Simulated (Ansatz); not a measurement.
The figure comes from a scan of SiC (wurtzite): a phonon pattern at M = (0.5, 0.0, 0.0) is frozen into a 8-atom cell, Q being the largest atomic displacement. These are PBE (plane waves to 420 eV, PAW, scalar-relativistic; Ansatz, an electronic-structure program) values and carry that method's errors. k mesh 6×12×7 (Γ-centred), Fermi-Dirac smearing 0.05 eV. SiC was relaxed with its symmetry unable to fall. 

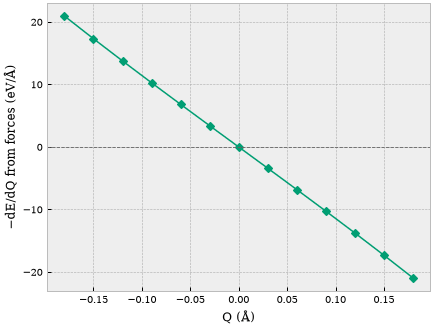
Fig. 1. −dE/dQ from forces (eV/Å) against Q (Å); computed points joined by lines.

Task: List the plotted points as numbers.

Result: To the nearest 1:

```json
[
 {"Q (Å)": "-0.180", "−dE/dQ from forces (eV/Å)": "21"},
 {"Q (Å)": "-0.150", "−dE/dQ from forces (eV/Å)": "17"},
 {"Q (Å)": "-0.120", "−dE/dQ from forces (eV/Å)": "14"},
 {"Q (Å)": "-0.090", "−dE/dQ from forces (eV/Å)": "10"},
 {"Q (Å)": "-0.060", "−dE/dQ from forces (eV/Å)": "7"},
 {"Q (Å)": "-0.030", "−dE/dQ from forces (eV/Å)": "3"},
 {"Q (Å)": "0.000", "−dE/dQ from forces (eV/Å)": "0"},
 {"Q (Å)": "0.030", "−dE/dQ from forces (eV/Å)": "-3"},
 {"Q (Å)": "0.060", "−dE/dQ from forces (eV/Å)": "-7"},
 {"Q (Å)": "0.090", "−dE/dQ from forces (eV/Å)": "-10"},
 {"Q (Å)": "0.120", "−dE/dQ from forces (eV/Å)": "-14"},
 {"Q (Å)": "0.150", "−dE/dQ from forces (eV/Å)": "-17"},
 {"Q (Å)": "0.180", "−dE/dQ from forces (eV/Å)": "-21"}
]
```

(A displaced cell: forces are minus the slopes of the energy, force constants its curvatures, and phonons follow from these.)
